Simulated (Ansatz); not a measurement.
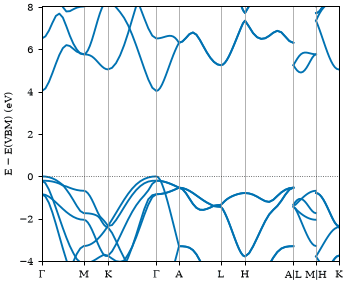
Figure: Band structure from DFT-PBE in the program Ansatz with PAW potentials

Read off the gap and where the band edges lie.

About 4.0 eV (4.03 eV by a search for the band edges); maximum at Γ, minimum at Γ.

The material is AlN (wurtzite, space group No. 186).

Space group P6_3mc (wurtzite). The cell was relaxed with PBE under the symmetry of its start.

Potentials: the later of the program's two PAW sets.
